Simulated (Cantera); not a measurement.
Charge: 1 mol KCl, 1.1 mol N2, held at 0.100 bar.

Method: chemical equilibrium by Gibbs-energy minimisation in Cantera with the NASA 1993 tables (ideal gas, pure condensed phases). Candidate condensed phases: K, KCl; 8 gas species. Kinetics and transport are ignored.

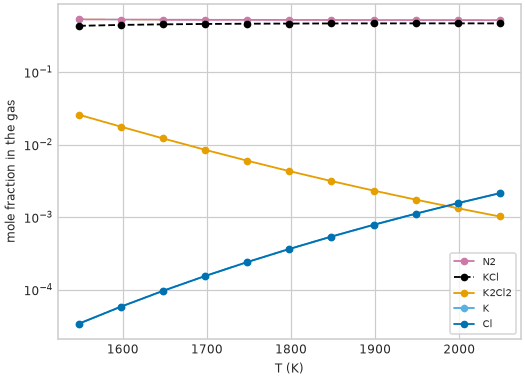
*Equilibrium gas composition (values under 1e-9 drawn at 1e-9)*

**Question.** Read off the mole fractions at 1598 K.

**Answer.** N2 about 0.53, KCl about 0.45, K2Cl2 about 0.018, K about 5.9e-5, Cl about 5.9e-5.
